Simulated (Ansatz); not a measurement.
## SiNH4: geometry relaxation

- system: SiNH4, multiplicity 2
- method: UKS PBE0-D4/def2-TZVP (Ansatz 0.2.0)

Figures and captions count atoms from 1; the log counts them from 0 in places.

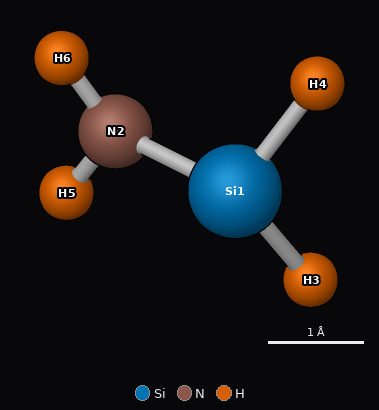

The starting structure (ball-and-stick view, seen at a tilt; atoms are numbered from 1 in the order of the input). Bond lengths as drawn: H–N 1.01 Å, H–Si 1.49 to 1.50 Å and N–Si 1.72 Å.

The input
```yaml
crystal:
  periodic: [false, false, false]
  atoms:
    - {symbol: Si, position_ang: [1.703389, 1.258499, 0.058220]}
    - {symbol: N, position_ang: [1.694994, -0.340946, -0.564665]}
    - {symbol: H, position_ang: [1.010456, 1.211201, 1.384595]}
    - {symbol: H, position_ang: [3.121072, 1.694679, 0.241583]}
    - {symbol: H, position_ang: [0.832394, -0.870554, -0.506130]}
    - {symbol: H, position_ang: [2.246148, -0.585867, -1.371045]}
basis:
  gaussian: {orbitals: def2-TZVP}
magnetization: {spin_polarized: true, initial_magnetization: 1}
hamiltonian: {xc: pbe0, dispersion: d4}
relax: {f_tol: 0.005, max_steps: 200}
```

Run on 8 threads of AMD EPYC, 23 GiB of memory available, shared host.

Launched with:
```bash
ansatz run in.yaml --threads 8 --pin off --events-out ev --progress --plain --max-ram 19148MiB
```

The program's output
```
Functional definition: PBE0
  name "PBE0"
  cite "Adamo & Barone, J. Chem. Phys. 110, 6158 (1999) doi:10.1063/1.478522"
  cite "Perdew, Burke & Ernzerhof, Phys. Rev. Lett. 77, 3865 (1996) doi:10.1103/PhysRevLett.77.3865"
  parent pbe
  parameter a = 0.25
  parameter kappa = 0.804
  parameter beta = 0.06672455060314922
  exchange = (1 - a)*pbe_x(kappa = kappa, mu = beta*pi^2/3) + a*exact_x
  correlation = pbe_c(beta = beta)
599 factors; their error is unknown
mean field evaluation 1: about -9421.6411 eV, gradient 4.0e1 eV
mean field evaluation 2: about -9409.0792 eV, gradient 6.2e1 eV
mean field evaluation 4: about -9427.6630 eV, gradient 1.5e0 eV
mean field evaluation 8: about -9427.7110 eV, gradient 3.1e-2 eV
mean field -9427.71100921 eV, -346.4619892565 hartree, gradient 4.1e-5 eV, S^2 0.752976; 0 other end points of the search recorded, 0 dependent functions left out
the calculation of the forces begins
reference -9427.71103550 eV, -346.4619902227 hartree; 13, 12 occupied and 79, 80 virtual orbitals, 599 factors
relax step   1: F+E_penalty+E_count = -9427.77389491 eV  Δ(F+E_penalty+E_count) = +0.000e0 eV  max|allowed force component| = 2.974e-1 eV/Å  Δτ_max = 0.0000 Å  (26 SCF iters, accepted)
these checks for a lower state are left out or cut short: starts, cluster_reference, orbital_swaps, neighbouring_geometries, increment
599 factors; their error is unknown
mean field evaluation 16: about -9427.6781 eV, gradient 4.3e-1 eV
mean field -9427.71470330 eV, -346.4621250116 hartree, gradient 8.6e-6 eV, S^2 0.752983; 0 other end points of the search recorded, 0 dependent functions left out
the calculation of the forces begins
reference -9427.71472958 eV, -346.4621259777 hartree; 13, 12 occupied and 79, 80 virtual orbitals, 599 factors
relax step   2: F+E_penalty+E_count = -9427.77757411 eV  Δ(F+E_penalty+E_count) = -3.679e-3 eV  max|allowed force component| = 1.325e-1 eV/Å  Δτ_max = 0.0100 Å  (33 SCF iters, accepted)
these checks for a lower state are left out or cut short: starts, cluster_reference, orbital_swaps, neighbouring_geometries, increment
599 factors; their error is unknown
mean field -9427.71615061 eV, -346.4621781994 hartree, gradient 8.6e-6 eV, S^2 0.753002; 0 other end points of the search recorded, 0 dependent functions left out
the calculation of the forces begins
reference -9427.71617692 eV, -346.4621791661 hartree; 13, 12 occupied and 79, 80 virtual orbitals, 599 factors
relax step   3: F+E_penalty+E_count = -9427.77898874 eV  Δ(F+E_penalty+E_count) = -1.415e-3 eV  max|allowed force component| = 2.896e-2 eV/Å  Δτ_max = 0.0151 Å  (33 SCF iters, accepted)
these checks for a lower state are left out or cut short: starts, cluster_reference, orbital_swaps, neighbouring_geometries, increment
599 factors; their error is unknown
mean field evaluation 32: about -9427.7164 eV, gradient 1.4e-1 eV
mean field -9427.71649681 eV, -346.4621909220 hartree, gradient 8.6e-6 eV, S^2 0.752994; 0 other end points of the search recorded, 0 dependent functions left out
the calculation of the forces begins
reference -9427.71652312 eV, -346.4621918888 hartree; 13, 12 occupied and 79, 80 virtual orbitals, 599 factors
relax step   4: F+E_penalty+E_count = -9427.77933269 eV  Δ(F+E_penalty+E_count) = -3.439e-4 eV  max|allowed force component| = 9.103e-3 eV/Å  Δτ_max = 0.0177 Å  (31 SCF iters, accepted)
these checks for a lower state are left out or cut short: starts, cluster_reference, orbital_swaps, neighbouring_geometries, increment
599 factors; their error is unknown
mean field -9427.71651680 eV, -346.4621916567 hartree, gradient 2.0e-5 eV, S^2 0.752998; 0 other end points of the search recorded, 0 dependent functions left out
the calculation of the forces begins
reference -9427.71654311 eV, -346.4621926235 hartree; 13, 12 occupied and 79, 80 virtual orbitals, 599 factors
relax step   5: F+E_penalty+E_count = -9427.77935443 eV  Δ(F+E_penalty+E_count) = -2.173e-5 eV  max|allowed force component| = 1.454e-3 eV/Å  Δτ_max = 0.0052 Å  (24 SCF iters, accepted)
```

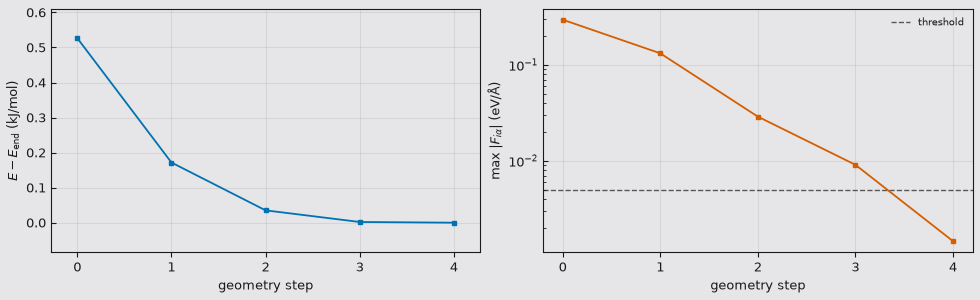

Progress of the relaxation, step by step (the first geometry is step 0 here and step 1 in the log).

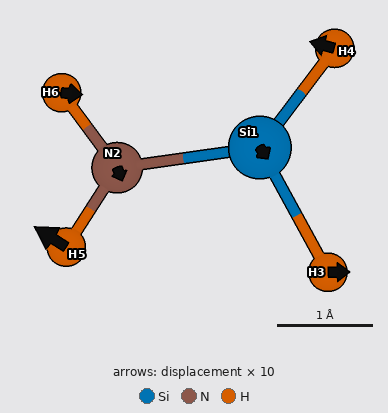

The starting structure with the displacements as black arrows, magnified 10 times (ball-and-stick view, seen at a tilt). The two geometries are laid on each other by the best rigid fit. After 4 geometry steps the energy has fallen by 0.53 kJ/mol. The largest force component goes from 0.3 to 0.0015 eV/Å. The atom that moves furthest after the best rigid fit is H5 (0.041 Å). Largest moves by element: H 0.041 Å, Si 0.017 Å, N 0.016 Å. Among the contacts that change: Si1–N2 1.716 → 1.725 Å, N2–H5 1.014 → 1.008 Å. (Atoms are counted from 1 in the order of the input.)

```
599 factors; their error is unknown
mean field -9427.71651680 eV, -346.4621916567 hartree, gradient 2.7e-5 eV, S^2 0.752998; 1 other end points of the search recorded, 0 dependent functions left out
the calculation of the forces begins
reference -9427.71654311 eV, -346.4621926235 hartree; 13, 12 occupied and 79, 80 virtual orbitals, 599 factors
Total energy: -9427.77938073 eV, -346.4645018636 hartree
Atom 0 at     1.691825     1.264539     0.069721 Å, force     0.000526     0.000476     0.001454 eV/Å
Atom 1 at     1.688761    -0.345147    -0.550125 Å, force    -0.000584    -0.000238    -0.000664 eV/Å
Atom 2 at     1.017725     1.226631     1.401711 Å, force     0.000266     0.000248    -0.000264 eV/Å
Atom 3 at     3.118652     1.679769     0.217860 Å, force    -0.000634     0.000035    -0.000492 eV/Å
Atom 4 at     0.836438    -0.882961    -0.545347 Å, force    -0.000485    -0.000311    -0.000118 eV/Å
Atom 5 at     2.255052    -0.575819    -1.351262 Å, force     0.000911    -0.000211     0.000084 eV/Å
Dipole moment:    -0.079006    -0.233546    -0.228265 e Å
```

Trajectory as extended XYZ (Å, eV, eV/Å), 5 frames, from step=1 to step=5
```
6
Properties=species:S:1:pos:R:3:forces:R:3 step=1 energy=-9427.77390
Si    1.7034    1.2585    0.0582   -0.0112   0.2481   0.1573
N     1.6950   -0.3409   -0.5647   -0.2339  -0.2114   0.0847
H     1.0105    1.2112    1.3846    0.0176  -0.0009  -0.0624
H     3.1211    1.6947    0.2416    0.0020  -0.0361  -0.0283
H     0.8324   -0.8706   -0.5061    0.2974   0.0550  -0.1301
H     2.2461   -0.5859   -1.3710   -0.0718  -0.0548  -0.0212
6
Properties=species:S:1:pos:R:3:forces:R:3 step=2 energy=-9427.77757
Si    1.7007    1.2624    0.0630    0.0187   0.1325   0.0534
N     1.6958   -0.3410   -0.5601   -0.0871  -0.0700   0.0657
H     1.0066    1.2152    1.3856    0.0113  -0.0001  -0.0171
H     3.1229    1.6867    0.2360   -0.0052  -0.0113  -0.0065
H     0.8403   -0.8738   -0.5114    0.0839  -0.0292  -0.0717
H     2.2421   -0.5824   -1.3707   -0.0216  -0.0220  -0.0238
6
Properties=species:S:1:pos:R:3:forces:R:3 step=3 energy=-9427.77899
Si    1.6979    1.2671    0.0657    0.0115  -0.0196  -0.0130
N     1.6934   -0.3428   -0.5551   -0.0042   0.0265   0.0290
H     1.0107    1.2202    1.3899   -0.0050   0.0065   0.0089
H     3.1222    1.6843    0.2324    0.0017  -0.0022  -0.0063
H     0.8422   -0.8806   -0.5248   -0.0151  -0.0239  -0.0105
H     2.2421   -0.5812   -1.3656    0.0111   0.0127  -0.0080
6
Properties=species:S:1:pos:R:3:forces:R:3 step=4 energy=-9427.77933
Si    1.6936    1.2641    0.0694   -0.0025   0.0091   0.0004
N     1.6902   -0.3456   -0.5501   -0.0015  -0.0084  -0.0070
H     1.0154    1.2268    1.3993    0.0029  -0.0011   0.0003
H     3.1198    1.6806    0.2207   -0.0017  -0.0030   0.0001
H     0.8378   -0.8835   -0.5417    0.0010   0.0015   0.0014
H     2.2515   -0.5754   -1.3550    0.0017   0.0019   0.0048
6
Properties=species:S:1:pos:R:3:forces:R:3 step=5 energy=-9427.77935
Si    1.6918    1.2645    0.0697    0.0005   0.0005   0.0015
N     1.6888   -0.3451   -0.5501   -0.0006  -0.0002  -0.0007
H     1.0177    1.2266    1.4017    0.0003   0.0002  -0.0003
H     3.1187    1.6798    0.2179   -0.0006   0.0000  -0.0005
H     0.8364   -0.8830   -0.5453   -0.0005  -0.0003  -0.0001
H     2.2551   -0.5758   -1.3513    0.0009  -0.0002   0.0001
```

Results in brief

```csv
quantity,value
outcome,converged
total energy,−9427.7794 eV
mean-field energy,−9427.7165 eV
dispersion energy,−0.0628 eV
⟨S²⟩,0.753
SCF solution under orbital rotations,stable
largest force (length of the vector) at the end,0.002 eV/Å
dipole moment,1.61 D
wall time,2.5 s (CPU time 14 s)
peak memory,0.52 GiB
```
